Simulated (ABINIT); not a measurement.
# CsPbCl3 (Pm-3m): G0W0 with ABINIT, start to end, part 3 of 3

Aim: the G0W0 gap of CsPbCl3 (Pm-3m) on PBEsol, step by step.

ABINIT 10.8.3; PBEsol and many-body steps on it, plane waves. Known limits of the many-body steps: not at the basis limit; no spin-orbit coupling; coarse k mesh.

So far. Step 4 (Empty states on the mesh, 2×2×2 mesh, 156 bands): On this mesh the gap is 1.798 eV. Step 5 (Screening, 2×2×2 mesh, 142 bands, screening to 106.1 eV): Local fields lower ε∞ by 12 %. On a Γ-centred mesh this coarse the value itself is usually too large, while a short band sum pulls it down.

## Step 6: Self-energy, 2×2×2 mesh, 142 bands, screening to 106.1 eV

The self-energy is evaluated for the states that the input lists, and the levels follow from it, in one-shot runs by the linearised quasiparticle equation.

This step: G0W0 on PBEsol, plane waves, norm-conserving pseudopotentials.

run.abi reads:

```
acell 3*1.0 Angstrom
rprim 
  5.605000000000 0.000000000000 0.000000000000
  0.000000000000 5.605000000000 0.000000000000
  0.000000000000 0.000000000000 5.605000000000
ntypat 3
znucl 55 82 17
natom 5
typat 1 2 3 3 3
xred 
  0.000000000000 0.000000000000 0.000000000000
  0.500000000000 0.500000000000 0.500000000000
  0.500000000000 0.500000000000 0.000000000000
  0.000000000000 0.500000000000 0.500000000000
  0.500000000000 0.000000000000 0.500000000000
pp_dirpath "pseudos"
pseudos "Cs.upf, Pb.upf, Cl.upf"
ecut 32
ngkpt 2 2 2
nshiftk 1
shiftk 0 0 0
kptopt 1
chksymbreak 0
istwfk *1
occopt 1
irdwfk 1
optdriver 4
nband 142
gwcalctyp 0
ecutsigx 32
symsigma 1
nkptgw 2
kptgw 
  0.5000000000 0.5000000000 0.5000000000
  0.0000000000 0.0000000000 0.0000000000
bdgw 
  23 29
  24 29
ecuteps 3.9
irdscr 1
ppmodel 1
indata_prefix "in"
outdata_prefix "out"
tmpdata_prefix "tmp"
```

Command:

```bash
$ OMP_NUM_THREADS=1 mpirun -n 8 abinit run.abi > log
```

Numbers of over 12 decimals in the logs are rounded to 6 here.

What it wrote:

```text
.Version 10.8.3 of ABINIT. v10.8.2 released Aug 2026.

 Symmetries : space group Pm -3 m (#221); Bravais cP (primitive cubic)
[... echo of the input left out ...]
== DATASET  1 ==================================================================
-   mpi_nproc: 8, omp_nthreads: 1 (-1 if OMP is not activated)

--- !DatasetInfo
iteration_state: {dtset: 1, }
dimensions: {natom: 5, nkpt: 4, mband: 142, nsppol: 1, nspinor: 1, nspden: 1, mpw: 10280, }
cutoff_energies: {ecut:  32.0, pawecutdg:  -1.0, }
electrons: {nelect:   5.20000000E+01, charge:   0.00000000E+00, occopt:   1.00000000E+00, tsmear:   1.00000000E-02, }

 SIGMA: Calculation of the GW corrections

 Based on a program developped by R.W. Godby, V. Olevano, G. Onida, and L. Reining.
 Incorporated in ABINIT by V. Olevano, G.-M. Rignanese, and M. Torrent.
.Using double precision arithmetic ; gwpc =  8

[... cell and pseudopotentials left out ...]
--------------------------------------------------------------------------------

 ==== K-mesh for the wavefunctions ====
 Number of points in the irreducible wedge :     4
[... list of points left out ...]
 Together with 48 symmetry operations and time-reversal symmetry
 yields     8 points in the full Brillouin Zone.

 ==== Q-mesh for screening function ====
 Number of points in the irreducible wedge :     4
[... list of points left out ...]
 Together with 48 symmetry operations and time-reversal symmetry
 yields     8 points in the full Brillouin Zone.

 vcoul_init : cutoff-mode = AUXILIARY_FUNCTION
 q-points for optical limit:   1
     1)      0.000010    0.000020    0.000030
 setmesh: FFT mesh size selected  =    54x   54x   54
          total number of points  =       157464

 Number of electrons calculated from density =   52.0000; Expected =   52.0000
 average of density, n =  0.043760
 r_s =    1.7604
 omega_plasma =   20.1788 [eV]

 === KS Band Gaps ===
  >>>> For spin  1
   Minimum direct gap =   1.7985 [eV], located at k-point      :   0.5000  0.5000  0.5000
   Fundamental gap    =   1.7985 [eV], Top of valence bands at :   0.5000  0.5000  0.5000
                                       Bottom of conduction at :   0.5000  0.5000  0.5000
 SIGMA fundamental parameters:
 PLASMON POLE MODEL  1
 number of plane-waves for SigmaX                10251
 number of plane-waves for SigmaC and W            461
 number of plane-waves for wavefunctions         10251
 number of bands                                   142
 number of independent spin polarizations            1
 number of spinorial components                      1
 number of k-points in IBZ                           4
 number of q-points in IBZ                           4
 number of symmetry operations                      48
 number of k-points in BZ                            8
 number of q-points in BZ                            8
 number of frequencies for dSigma/dE                 9
 frequency step for dSigma/dE [eV]                0.25
 number of omega for Sigma on real axis              0
 max omega for Sigma on real axis  [eV]           0.00
 zcut for avoiding poles [eV]                     0.10

 EPSILON^-1 parameters (SCR file):
 dimension of the eps^-1 matrix on file            461
 dimension of the eps^-1 matrix used               461
 number of plane-waves for wavefunctions         10251
 number of bands                                   142
 number of q-points in IBZ                           4
 number of frequencies                               2
 number of real frequencies                          1
 number of imag frequencies                          1

 matrix elements of self-energy operator (all in [eV])

 Perturbative Calculation

--- !SelfEnergy_ee
iteration_state: {dtset: 1, }
kpoint     : [   0.500,    0.500,    0.500, ]
spin       : 1
KS_gap     :    1.799
QP_gap     :    3.178
Delta_QP_KS:    1.379
data: !SigmaeeData |
     Band     E0 <VxcDFT>   SigX SigC(E0)      Z dSigC/dE  Sig(E)    E-E0       E
       23   0.521 -14.108 -18.446   3.187   0.774  -0.293 -14.999  -0.891  -0.370
       24   0.521 -14.108 -18.446   3.187   0.774  -0.293 -14.999  -0.891  -0.370
       25   0.521 -14.108 -18.446   3.187   0.774  -0.293 -14.999  -0.891  -0.370
       26   2.718 -15.636 -17.928   1.916   0.794  -0.260 -15.934  -0.298   2.420
       27   4.516 -10.567  -6.312  -2.938   0.821  -0.218  -9.486   1.081   5.597
       28   4.516 -10.567  -6.312  -2.938   0.821  -0.218  -9.486   1.081   5.597
       29   4.516 -10.567  -6.312  -2.938   0.821  -0.218  -9.486   1.081   5.597

--- !SelfEnergy_ee
iteration_state: {dtset: 1, }
kpoint     : [   0.000,    0.000,    0.000, ]
spin       : 1
KS_gap     :    5.736
QP_gap     :    7.113
Delta_QP_KS:    1.377
data: !SigmaeeData |
     Band     E0 <VxcDFT>   SigX SigC(E0)      Z dSigC/dE  Sig(E)    E-E0       E
       24   0.191 -13.898 -18.229   3.193   0.773  -0.293 -14.777  -0.880  -0.688
       25   0.191 -13.898 -18.229   3.193   0.773  -0.293 -14.777  -0.880  -0.688
       26   0.191 -13.898 -18.229   3.193   0.773  -0.293 -14.777  -0.880  -0.688
       27   5.927  -6.544  -2.712  -3.241   0.842  -0.188  -6.046   0.498   6.425
       28   6.923  -6.728  -2.854  -3.120   0.842  -0.187  -6.093   0.635   7.559
       29   6.923  -6.728  -2.854  -3.120   0.842  -0.187  -6.093   0.635   7.559

== END DATASET(S) ==============================================================
================================================================================

 -outvars: echo values of variables after computation  --------
           etotal      0.0000000000E+00
            nband         142
             nkpt           4
          spgroup         221
 [... the other variables as echoed above ...]

 Calculation completed.
```

The job ended after 13 s (8 MPI ranks of Arm Neoverse V2, shared host; peak memory 2.3 GiB).

This step gave:

```
G0W0 gap on the points computed              : 3.177 eV
starting gap on the mesh                     : 1.798 eV
k of the valence top                         : 0.5, 0.5, 0.5
k of the conduction bottom                   : 0.5, 0.5, 0.5
Z at the valence top                         : 0.794
Z at the conduction bottom                   : 0.821
least direct G0W0 gap on the computed points : 3.177 eV
```

The gap on the mesh goes from 1.80 eV to 3.18 eV, a correction of +1.38 eV.

Limits: finite bands, cutoff and mesh; no spin-orbit coupling; coarse k mesh. v1 is the top filled band, c1 the lowest empty one. The levels before and after the correction (eV, zero at the valence-band top of each column):

```
           conduction bottom  valence top
Kohn-Sham               1.80         0.00
     G0W0               3.18         0.00
```

```
                         level  energy (eV)
Kohn-Sham  (0.5 0.5 0.5) v4-v2       -2.197
Kohn-Sham     (0.5 0.5 0.5) v1        0.000
Kohn-Sham  (0.5 0.5 0.5) c1-c3        1.798
     G0W0  (0.5 0.5 0.5) v4-v2       -2.790
     G0W0     (0.5 0.5 0.5) v1        0.000
     G0W0  (0.5 0.5 0.5) c1-c3        3.177
```

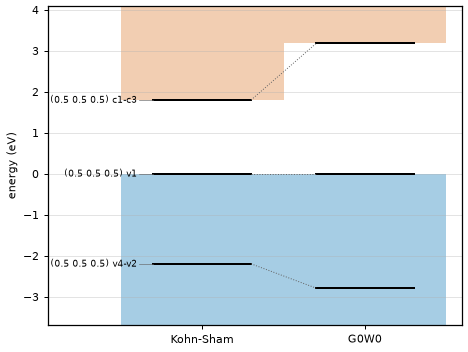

Levels before and after the correction. Shaded: valence and conduction bands.

## Step 7: Where the time went

Times are wall times on 8 MPI ranks of Arm Neoverse V2, shared host, good to a factor of about two.

```
                          step  time  share  memory (GiB)
                  ground state  35 s   18 %          0.79
bands along the symmetry lines  60 s   30 %          0.87
      empty states on the mesh  61 s   31 %          0.75
                     screening  29 s   15 %           3.0
                   self-energy  13 s    6 %           2.3
```

## Step 8: Summary of results

```
PBEsol gap           : 1.80 eV, direct
G0W0 gap on the mesh : 3.18 eV
GW settings          : 2×2×2 mesh, 142 bands, screening to 106.1 eV, Godby-Needs plasmon pole
known limits         : not at the basis limit; no spin-orbit coupling; coarse k mesh
```

G0W0 moves the gap on the mesh from 1.80 eV to 3.18 eV (+1.38 eV), with Z of 0.79 and 0.82 at the edges. Local fields lower the RPA ε∞ on this mesh from 9.11 to 8.02; a Γ-centred mesh this coarse tends to raise both, most where the direct gap is narrow, while a short band sum lowers them. Only 2 of the mesh's irreducible points were corrected, so a valley elsewhere could overtake. Bands and cutoff are finite, so the gap is not at the basis limit. The miss can reach some tenths of an eV and take either sign; the mesh is an error of its own. In the G0W0 run levels were corrected at 2 k points alone, so a gap called «on the mesh» is the least over those, and an edge elsewhere would be missed. The 2×2×2 mesh is coarse for this cell, which bears on the long-range parts of exchange and screening. Where an edge is built on 6p states of lead, bismuth or thallium, scalar-relativistic gaps usually stand too wide, by a few tenths to over one eV. This is the ideal cubic cell; many perovskites, halides above all, are cubic only on average, and local tilts or off-centring can widen the gap. The many-body steps are scalar-relativistic: spin-orbit coupling is not in them.

[Paths, hosts, dates, memory and timing lines, banners, echoed tables and standing remarks are left out of the program output.]

[Logs are printed without paths, hosts, clocks, repeated set-up lines and the standing remarks that a program may print on its own settings, such as how far it seeks lower states.]

[Runs of the session that timed out or met a known fault of the program may be left out.]

[Hosts, paths, dates, database ids (printed as entryN), source tags and the programs' standing remarks are cut or masked in the printed files.]

[G0W0 gaps are taken among the corrected bands and points alone; a level outside them can change the order at an edge.]

[Where Ansatz stands beside ABINIT at settings called matched, ABINIT's density can come from a denser mesh and the files from another edition; pairs whose starting gaps differed by over 0.03 eV were left out, so agreement reads better than it is.]
